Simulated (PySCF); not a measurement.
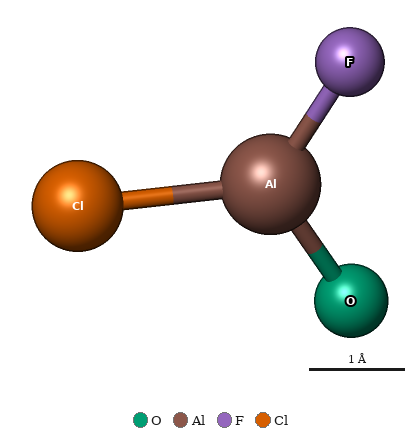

*The structure (ball-and-stick view, seen at a tilt). Sticks mark near contacts.*

**Run report: AlClOF, single-point calculation**

AlClOF, multiplicity 4, computed with RPA (PBE)/6-311+G**, UKS (PySCF 2.14.0).

The geometry is that of the parent species in another charge or spin state. The geometry comes from this level: PBE0-D4/def2-TZVP.

Input file (job.py):
```python
from pyscf import gto, dft
from pyscf.gw.urpa import URPA

system = gto.Mole()
system.atom = [
    ('O', (0.993300, 0.591700, 1.294800)),
    ('Al', (0.061900, -0.095200, 0.016700)),
    ('F', (0.278100, -1.671200, -0.348900)),
    ('Cl', (-1.277700, 1.114400, -0.982900)),
]
system.basis = '6-311+g**'
system.spin = 3
system.verbose = 4
system.max_memory = 1860
system.build()

ks = dft.UKS(system, xc='pbe')
ks.conv_tol = 1e-10
ks.grids.level = 5
ks.kernel()
if not ks.converged:
    ks = ks.newton().run(ks.mo_coeff, ks.mo_occ)

rpa = URPA(ks, frozen=12)
rpa.kernel()
e_exx = ks.to_hf().energy_tot(ks.make_rdm1())
e_tot = e_exx + rpa.e_corr
print(f'total energy: {e_tot:.8f} hartree')
```

Run on 1 thread of Arm Neoverse V1, 112 GiB of memory available, shared host.

Run as:
```bash
OMP_NUM_THREADS=1 python job.py
```

Log:
```
[file] SyntaxWarning: invalid escape sequence '\W'
  S = {(paw_set(r)[0], bool(re.search(r"spin_orbit\W+true|paw_fr", str((r.get("files") or {}).get("input") or "")) or re.search("(?i)spin.orbit\W+(value\W+)?(true|yes)|value\W+spin-orbit", json.dumps(r.get("inputs"), default=str)))) for r in records}

PySCF version 2.14.0

[INPUT] num. atoms = 4
[INPUT] num. electrons = 47
[INPUT] charge = 0
[INPUT] spin (= nelec alpha-beta = 2S) = 3
[INPUT] symmetry False subgroup None
[INPUT] Mole.unit = angstrom
[INPUT] Symbol           X                Y                Z      unit          X                Y                Z       unit  Magmom
[INPUT]  1 O      0.993300000000   0.591700000000   1.294800000000 AA    1.877064959530   1.118150947905   2.446817386087 Bohr   0.0
[INPUT]  2 Al     0.061900000000  -0.095200000000   0.016700000000 AA    0.116974047111  -0.179901927059   0.031558426280 Bohr   0.0
[INPUT]  3 F      0.278100000000  -1.671200000000  -0.348900000000 AA    0.525532835242  -3.158110299373  -0.659325444861 Bohr   0.0
[INPUT]  4 Cl    -1.277700000000   1.114400000000  -0.982900000000 AA   -2.414503069357   2.105910793215  -1.857411807835 Bohr   0.0

nuclear repulsion = 186.705653654971
number of shells = 48
number of NR pGTOs = 171
number of NR cGTOs = 104
basis = 6-311+g**
ecp = {}

******** <class 'pyscf.dft.uks.UKS'> ********
method = UKS
initial guess = minao
damping factor = 0
level_shift factor = 0
DIIS = <class 'pyscf.scf.diis.CDIIS'>
diis_start_cycle = 1
diis_space = 8
diis_damp = 0
SCF conv_tol = 1e-10
SCF conv_tol_grad = None
SCF max_cycles = 50
direct_scf = True
direct_scf_tol = 1e-13
number electrons alpha = 25  beta = 22
XC library pyscf.dft.libxc version 7.0.0
    S. Lehtola, C. Steigemann, M. J.T. Oliveira, and M. A.L. Marques.,  SoftwareX 7, 1–5 (2018)
XC functionals = pbe
    J. P. Perdew, K. Burke, and M. Ernzerhof.,  Phys. Rev. Lett. 77, 3865 (1996)
    J. P. Perdew, K. Burke, and M. Ernzerhof.,  Phys. Rev. Lett. 78, 1396 (1997)
    J. P. Perdew, K. Burke, and M. Ernzerhof.,  Phys. Rev. Lett. 77, 3865 (1996)
    J. P. Perdew, K. Burke, and M. Ernzerhof.,  Phys. Rev. Lett. 78, 1396 (1997)
radial grids:
    Treutler-Ahlrichs [JCP 102, 346 (1995); DOI:10.1063/1.469408] (M4) radial grids

becke partition: Becke, JCP 88, 2547 (1988); DOI:10.1063/1.454033
pruning grids: <function nwchem_prune>
grids dens level: 5
symmetrized grids: False
atomic radii adjust function: <function treutler_atomic_radii_adjust>
small_rho_cutoff = 0
Set gradient conv threshold to 1e-05
tot grids = 172952
init E= -877.502408120089
  alpha nocc = 25  HOMO = -0.098426562767538  LUMO = -0.0557394441274147
  beta  nocc = 22  HOMO = -0.392174915306657  LUMO = -0.35880329655008

WARN: HOMO -0.098426562767538 >= LUMO -0.35880329655008

cycle= 1 E= -876.246697599202  delta_E= 1.26  |g|= 1.14  |ddm|= 4.24
  alpha nocc = 25  HOMO = -0.0951278362378709  LUMO = -0.0584240562898102
  beta  nocc = 22  HOMO = -0.129050430493525  LUMO = -0.116080589542418

WARN: HOMO -0.0951278362378709 >= LUMO -0.116080589542418

cycle= 2 E= -862.701638866038  delta_E= 13.5  |g|= 4.16  |ddm|= 23.9
  alpha nocc = 25  HOMO = -0.130149179496594  LUMO = -0.0447389775507742
  beta  nocc = 22  HOMO = -0.216413360664304  LUMO = -0.167791721874218

WARN: HOMO -0.130149179496594 >= LUMO -0.167791721874218

cycle= 3 E= -875.554653308381  delta_E= -12.9  |g|= 1.66  |ddm|= 23.2
  alpha nocc = 25  HOMO = -0.115094872682777  LUMO = -0.0289735004425148
  beta  nocc = 22  HOMO = -0.296725800763145  LUMO = -0.255142918880613

WARN: HOMO -0.115094872682777 >= LUMO -0.255142918880613

cycle= 4 E= -875.154837481988  delta_E=  0.4  |g|= 1.76  |ddm|= 3.38
  alpha nocc = 25  HOMO = -0.114114358842065  LUMO = -0.0260767263971238
  beta  nocc = 22  HOMO = -0.28139050439318  LUMO = -0.235853886219613

WARN: HOMO -0.114114358842065 >= LUMO -0.235853886219613

cycle= 5 E= -876.824024734479  delta_E= -1.67  |g|= 0.708  |ddm|= 1.82
  alpha nocc = 25  HOMO = -0.1330992188137  LUMO = -0.0499258812782496
  beta  nocc = 22  HOMO = -0.335765654026151  LUMO = -0.308429772065776

WARN: HOMO -0.1330992188137 >= LUMO -0.308429772065776

cycle= 6 E= -876.483184363882  delta_E= 0.341  |g|= 0.906  |ddm|= 2.13
  alpha nocc = 25  HOMO = -0.125647924052602  LUMO = -0.0405662062778387
  beta  nocc = 22  HOMO = -0.351582014811916  LUMO = -0.324186002551454

WARN: HOMO -0.125647924052602 >= LUMO -0.324186002551454

cycle= 7 E= -877.10803597897  delta_E= -0.625  |g|= 0.275  |ddm|= 1.08
  alpha nocc = 25  HOMO = -0.110048616321232  LUMO = -0.0253132231551554
  beta  nocc = 22  HOMO = -0.340951197674904  LUMO = -0.33105887565126

WARN: HOMO -0.110048616321232 >= LUMO -0.33105887565126

cycle= 8 E= -876.954381999976  delta_E= 0.154  |g|= 0.585  |ddm|= 0.987
  alpha nocc = 25  HOMO = -0.114125166061467  LUMO = -0.0298773223413146
  beta  nocc = 22  HOMO = -0.346119350103322  LUMO = -0.329030276972145

WARN: HOMO -0.114125166061467 >= LUMO -0.329030276972145

cycle= 9 E= -876.58353145416  delta_E= 0.371  |g|= 0.894  |ddm|= 0.389
  alpha nocc = 25  HOMO = -0.115226666461958  LUMO = -0.0316461776264681
  beta  nocc = 22  HOMO = -0.34318522937875  LUMO = -0.325335098878687

WARN: HOMO -0.115226666461958 >= LUMO -0.325335098878687

cycle= 10 E= -876.594474827844  delta_E= -0.0109  |g|= 0.874  |ddm|= 0.102
  alpha nocc = 25  HOMO = -0.115824266052337  LUMO = -0.0317569083608016
  beta  nocc = 22  HOMO = -0.345585887497716  LUMO = -0.33742595773488

WARN: HOMO -0.115824266052337 >= LUMO -0.33742595773488

cycle= 11 E= -877.046612822237  delta_E= -0.452  |g|= 0.436  |ddm|= 0.503
  alpha nocc = 25  HOMO = -0.114915384941476  LUMO = -0.0310339112324261
  beta  nocc = 22  HOMO = -0.344228822151738  LUMO = -0.334471061389745

WARN: HOMO -0.114915384941476 >= LUMO -0.334471061389745

cycle= 12 E= -877.084567175114  delta_E= -0.038  |g|= 0.35  |ddm|= 0.0978
  alpha nocc = 25  HOMO = -0.116950858212453  LUMO = -0.0331671392240004
  beta  nocc = 22  HOMO = -0.349076226367515  LUMO = -0.333891083604021

WARN: HOMO -0.116950858212453 >= LUMO -0.333891083604021

cycle= 13 E= -877.156542613133  delta_E= -0.072  |g|= 0.064  |ddm|= 0.302
  alpha nocc = 25  HOMO = -0.118280106895262  LUMO = -0.0343411739378983
  beta  nocc = 22  HOMO = -0.348683200643914  LUMO = -0.331721857613122

WARN: HOMO -0.118280106895262 >= LUMO -0.331721857613122

cycle= 14 E= -877.157764780744  delta_E= -0.00122  |g|= 0.0373  |ddm|= 0.0915
  alpha nocc = 25  HOMO = -0.11818144856982  LUMO = -0.034020613883015
  beta  nocc = 22  HOMO = -0.348350082672466  LUMO = -0.329125905297439

WARN: HOMO -0.11818144856982 >= LUMO -0.329125905297439

cycle= 15 E= -877.158566252428  delta_E= -0.000801  |g|= 0.0148  |ddm|= 0.0487
  alpha nocc = 25  HOMO = -0.1183189357104  LUMO = -0.0339337178202126
  beta  nocc = 22  HOMO = -0.348870351586337  LUMO = -0.329372655736298

WARN: HOMO -0.1183189357104 >= LUMO -0.329372655736298

cycle= 16 E= -877.158725697172  delta_E= -0.000159  |g|= 0.00249  |ddm|= 0.0244
  alpha nocc = 25  HOMO = -0.118321129704848  LUMO = -0.0339163782893132
  beta  nocc = 22  HOMO = -0.348869487686616  LUMO = -0.32937014244469

WARN: HOMO -0.118321129704848 >= LUMO -0.32937014244469

cycle= 17 E= -877.158730286034  delta_E= -4.59e-06  |g|= 0.000368  |ddm|= 0.00484
  alpha nocc = 25  HOMO = -0.118318676197514  LUMO = -0.0338955770066887
  beta  nocc = 22  HOMO = -0.348814666309414  LUMO = -0.329351295474435

WARN: HOMO -0.118318676197514 >= LUMO -0.329351295474435

cycle= 18 E= -877.158729964199  delta_E= 3.22e-07  |g|= 0.000808  |ddm|= 0.0028
  alpha nocc = 25  HOMO = -0.118317201620625  LUMO = -0.0338796493861377
  beta  nocc = 22  HOMO = -0.348827743082649  LUMO = -0.329368451422703

WARN: HOMO -0.118317201620625 >= LUMO -0.329368451422703

cycle= 19 E= -877.158730221368  delta_E= -2.57e-07  |g|= 0.000557  |ddm|= 0.00332
  alpha nocc = 25  HOMO = -0.118316573439532  LUMO = -0.0338763114703644
  beta  nocc = 22  HOMO = -0.348840269683095  LUMO = -0.329370564180625

WARN: HOMO -0.118316573439532 >= LUMO -0.329370564180625

cycle= 20 E= -877.158730445275  delta_E= -2.24e-07  |g|= 0.000124  |ddm|= 0.00192
  alpha nocc = 25  HOMO = -0.11831815039838  LUMO = -0.0338794481400207
  beta  nocc = 22  HOMO = -0.348842599483174  LUMO = -0.329366864622194

WARN: HOMO -0.11831815039838 >= LUMO -0.329366864622194

cycle= 21 E= -877.158730455811  delta_E= -1.05e-08  |g|= 1.91e-05  |ddm|= 0.000284
  alpha nocc = 25  HOMO = -0.118317533078428  LUMO = -0.0338794534123899
  beta  nocc = 22  HOMO = -0.348844522910652  LUMO = -0.329367184575335

WARN: HOMO -0.118317533078428 >= LUMO -0.329367184575335

cycle= 22 E= -877.158730456115  delta_E= -3.04e-10  |g|= 3.8e-06  |ddm|= 8.34e-05
  alpha nocc = 25  HOMO = -0.118317683537159  LUMO = -0.0338793654209433
  beta  nocc = 22  HOMO = -0.348844205605612  LUMO = -0.329367264937558

WARN: HOMO -0.118317683537159 >= LUMO -0.329367264937558

cycle= 23 E= -877.158730456102  delta_E= 1.34e-11  |g|= 5.73e-06  |ddm|= 1.46e-05
  alpha nocc = 25  HOMO = -0.118317426590126  LUMO = -0.0338790776848303
  beta  nocc = 22  HOMO = -0.34884628545342  LUMO = -0.329366430758306
```

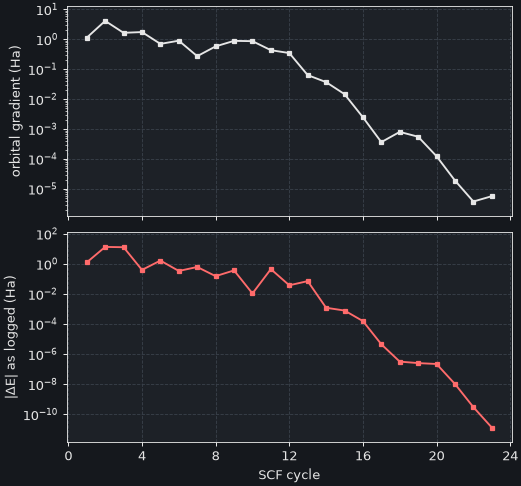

*Convergence of the self-consistent field: orbital gradient and size of the energy change against the SCF cycle.*

The residual falls unevenly and jumps up by a factor of two or more 3 times on the way down.

```
WARN: HOMO -0.118317426590126 >= LUMO -0.329366430758306

Extra cycle  E= -877.158730450092  delta_E= 6.01e-09  |g|= 9.17e-05  |ddm|= 0.000107
SCF not converged.
SCF energy = -877.158730450092 after 50 cycles  <S^2> = 3.7547986  2S+1 = 4.0023986

******** <class 'pyscf.soscf.newton_ah.SecondOrderUKS'> ********
method = SecondOrderUKS
initial guess = minao
damping factor = 0
level_shift factor = 0
DIIS = <class 'pyscf.scf.diis.CDIIS'>
diis_start_cycle = 1
diis_space = 8
diis_damp = 0
SCF conv_tol = 1e-10
SCF conv_tol_grad = None
SCF max_cycles = 50
direct_scf = True
direct_scf_tol = 1e-13
number electrons alpha = 25  beta = 22
XC library pyscf.dft.libxc version 7.0.0
    S. Lehtola, C. Steigemann, M. J.T. Oliveira, and M. A.L. Marques.,  SoftwareX 7, 1–5 (2018)
XC functionals = pbe
    J. P. Perdew, K. Burke, and M. Ernzerhof.,  Phys. Rev. Lett. 77, 3865 (1996)
    J. P. Perdew, K. Burke, and M. Ernzerhof.,  Phys. Rev. Lett. 78, 1396 (1997)
    J. P. Perdew, K. Burke, and M. Ernzerhof.,  Phys. Rev. Lett. 77, 3865 (1996)
    J. P. Perdew, K. Burke, and M. Ernzerhof.,  Phys. Rev. Lett. 78, 1396 (1997)
radial grids:
    Treutler-Ahlrichs [JCP 102, 346 (1995); DOI:10.1063/1.469408] (M4) radial grids

becke partition: Becke, JCP 88, 2547 (1988); DOI:10.1063/1.454033
pruning grids: <function nwchem_prune>
grids dens level: 5
symmetrized grids: False
atomic radii adjust function: <function treutler_atomic_radii_adjust>
small_rho_cutoff = 0
******** <class 'pyscf.dft.uks.UKS'> Newton solver flags ********
SCF tol = 1e-10
conv_tol_grad = None
max. SCF cycles = 50
direct_scf = True
direct_scf_tol = 1e-13
max_cycle_inner = 12
max_stepsize = 0.05
ah_start_tol = 1e+09
ah_level_shift = 0
ah_conv_tol = 1e-12
ah_lindep = 1e-14
ah_start_cycle = 1
ah_max_cycle = 40
ah_grad_trust_region = 2.5
kf_interval = 4
kf_trust_region = 5
canonicalization = True
Set conv_tol_grad to 1e-05
  alpha nocc = 25  HOMO = -0.118321334108297  LUMO = -0.0338830007248098
  beta  nocc = 22  HOMO = -0.348815690028668  LUMO = -0.329385654288447

WARN: HOMO -0.118321334108297 >= LUMO -0.329385654288447

Initial guess E= -877.158730450092  |g|= 9.16584e-05
macro= 0  E= -877.158730456119  delta_E= -6.02745e-09  |g|= 4.29677e-06  2 KF 6 JK
macro= 1  E= -877.158730456121  delta_E= -2.04636e-12  |g|= 1.13725e-06  1 KF 2 JK
Canonicalize SCF orbitals
macro X = 2  E=-877.158730456121  |g|= 1.13725e-06  total 4 KF 11 JK

WARN: HOMO -0.11831765991232542 > LUMO -0.32936721605370434 was found in the canonicalized orbitals.

converged SCF energy = -877.158730456121  <S^2> = 3.7547991  2S+1 = 4.0023988
Default auxbasis heavyaug-cc-pvtz-ri is used for Al 6-311+g**
Default auxbasis heavyaug-cc-pvtz-ri is used for F 6-311+g**
Default auxbasis heavyaug-cc-pvtz-ri is used for Cl 6-311+g**
Default auxbasis heavyaug-cc-pvtz-ri is used for O 6-311+g**

******** <class 'pyscf.gw.urpa.URPA'> ********
nocc = (np.int64(13), np.int64(10)), nmo = (92, 92)
frozen orbitals 12
mem_avail = 1534.46  mem_blk = 0.09  auxlen = 506

******** <class 'pyscf.df.df.DF'> ********
auxbasis = auxmol.basis = {'Al': 'heavyaug-cc-pvtz-ri', 'F': 'heavyaug-cc-pvtz-ri', 'Cl': 'heavyaug-cc-pvtz-ri', 'O': 'heavyaug-cc-pvtz-ri'}
Lowest orbital energy difference: ( 3.1425e-02,  1.9477e-02)
E(URPA) = -876.527204611555  E_corr = -0.950521402692237  E_hf = -875.576683208862
total energy: -876.53132819 hartree
```

Results in brief:

- outcome: converged
- total energy: −876.531328 hartree
- SCF energy: −877.158730 hartree
- correlation energy: −0.950521 hartree
- basis functions: 104
- ⟨S²⟩: 3.755
- wall time: 77 s
- peak memory: 0.73 GiB

Notes:

Further notes kept with the run: occupied level above an empty one; logged alpha LUMO and gap are faulty.
